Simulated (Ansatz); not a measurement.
The calculation's input:

```
crystal:
  periodic: [false, false, false]
  atoms:
    - {symbol: Cl, position_ang: [0.271949, 0.955861, -4.500712]}
    - {symbol: "N", position_ang: [0.061063, 0.429599, -1.428797]}
    - {symbol: O, position_ang: [-0.027471, -1.766899, -3.251029]}
    - {symbol: Si, position_ang: [0.087310, -0.220441, -2.938431]}
    - {symbol: H, position_ang: [0.137781, 1.433346, -1.267748]}
    - {symbol: H, position_ang: [-0.031174, -0.108364, -0.568684]}
    - {symbol: H, position_ang: [-0.124881, -2.542312, -2.682721]}
basis:
  gaussian: {orbitals: def2-TZVPD}
total_charge: 1
hamiltonian: {xc: pbe0}
output: {forces: true, orbitals: {seedname: orbitals}}
```

Command:

```sh
ansatz run input.yaml --threads 1 --pin off --max-ram 2610MiB --events-out events.jsonl --progress --plain --runs-dir runs
```

Geometry: PBE0-D3(BJ)/def2-SVP.

The calculation used isolated molecule in a Gaussian basis; Kohn-Sham density functional theory, functional PBE0 in Ansatz 0.2.0.

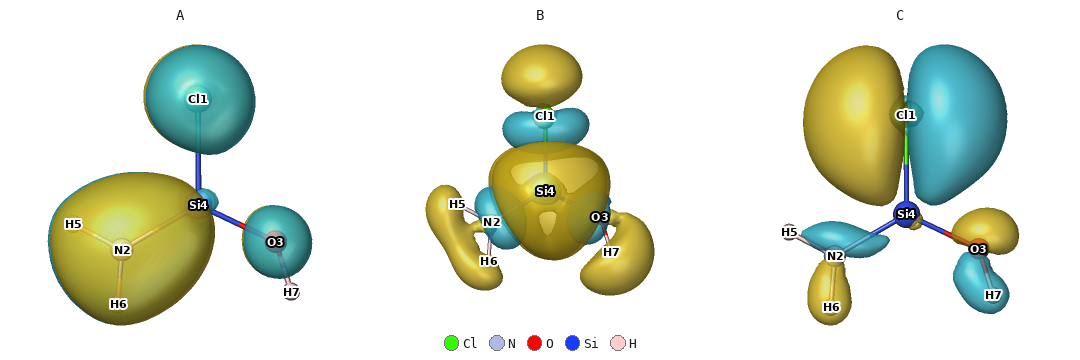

ClH₃NOSi (SMILES [NH2+]=[Si](O)Cl) (charge +1). Three frontier orbitals at ±0.06 Å⁻³ᐟ² (yellow and cyan are the two phases), in no order.

Question: Which picture is the HOMO−1, the HOMO and the LUMO?

Answer: C is the HOMO−1 (−15.56 eV). Its weight (Hirshfeld) is mainly on Cl1 (about 85 %); it is symmetric in the molecular plane (an in-plane orbital: σ, lone-pair or in-plane π type); largely a lone pair of Cl1. A is the HOMO (−14.69 eV). It lies mainly on N2 (about 60 %), Si4 (about 15 %) and Cl1 (about 10 %); it changes sign across the molecular plane (π type); π-antibonding (a node) across Cl1–Si4. B is the LUMO (−6.67 eV). By Hirshfeld shares it lies mainly on Si4 (about 50 %), Cl1 (about 20 %), O3 (about 10 %) and N2 (about 10 %); it is symmetric in the molecular plane (an in-plane orbital: σ, lone-pair or in-plane π type).

Question: What is the HOMO–LUMO gap?

Answer: 8.02 eV between the orbital energies.
